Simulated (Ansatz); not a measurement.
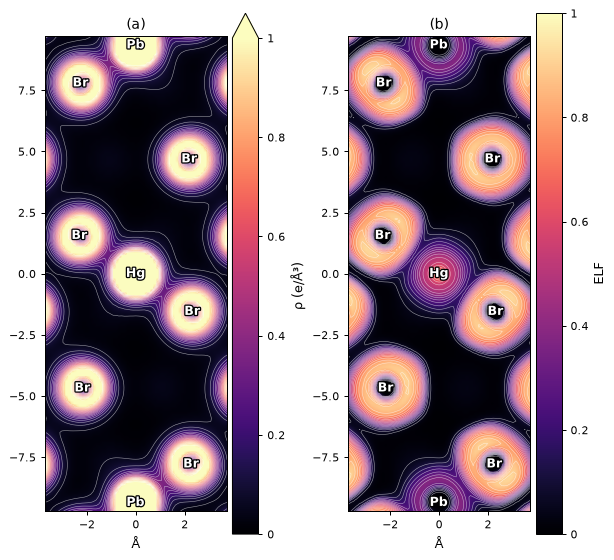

The picture shows: HgPbBr₆. (a) valence pseudo-density; (b) ELF on the (010) plane of the conventional cell.

Space group R-3; a structure from a database of computed crystals, not necessarily the ambient phase; started from the MgTiF6-148 prototype, which need not be the ambient phase.

Method: Ansatz 0.2.0, DFT, PBEsol, plane waves, PAW.

In a PAW calculation such maps are meaningful between the atoms, not at the nuclei.

Input file:

```
crystal:
  lattice:
    - [3.66262659, 2.11461845, 6.2411133]
    - [-3.66262659, 2.11461845, 6.2411133]
    - [0.0, -4.2292369, 6.2411133]
  atoms:
    - { symbol: Hg, position: [0.5, 0.5, 0.5] }
    - { symbol: Pb, position: [0.0, 0.0, 0.0] }
    - { symbol: Br, position: [0.67161765, 0.84245558, 0.24224433] }
    - { symbol: Br, position: [0.84245558, 0.24224433, 0.67161765] }
    - { symbol: Br, position: [0.75775567, 0.32838235, 0.15754442] }
    - { symbol: Br, position: [0.15754442, 0.75775567, 0.32838235] }
    - { symbol: Br, position: [0.32838235, 0.15754442, 0.75775567] }
    - { symbol: Br, position: [0.24224433, 0.67161765, 0.84245558] }
kpoints:
  mp_grid: { grid: [4, 4, 4] }
hamiltonian:
  xc: pbesol
scf:
  occupations: { method: fermi_dirac, width: 0.03 }
relax:
  f_tol: 0.01
  cell: {}
  max_steps: 120
output:
  write_density: true
  write_potential: true
  elf: true
  volumetric_format: npy
```

Launched as:

```sh
ansatz run input.yaml --threads 4 --pin off --max-ram 4608MiB --backend cpu --events-out ev --progress --plain --runs-dir out
```

Below, planes, directions and counts refer to the conventional cell (a = 6.75 Å, b = 6.75 Å, c = 18.71 Å, α = 90.00°, β = 90.00°, γ = 120.00°).

The fields are those of the run's last geometry, not of the input's.

Question: Read the bonding off the picture.

Answer:
- Atoms in the plane: Hg, Pb and Br.
- Pb–Br (2.75 Å): ρ is about 0.36 e/Å³ halfway; the ELF is about 0.40 at the midpoint and 0.25 at its lowest between the atoms.
- Hg–Br (2.78 Å): the density is about 0.31 e/Å³ at the midpoint; the ELF is about 0.25 at the midpoint.
- Between the atoms the lowest density in this plane is 0.006 e/Å³.
- The ELF also peaks beside Br, away from the bonds: lone-pair regions.
- The features right at Hg lie inside the PAW spheres, where the map follows smoothed inner orbitals and isn't to be read closely.
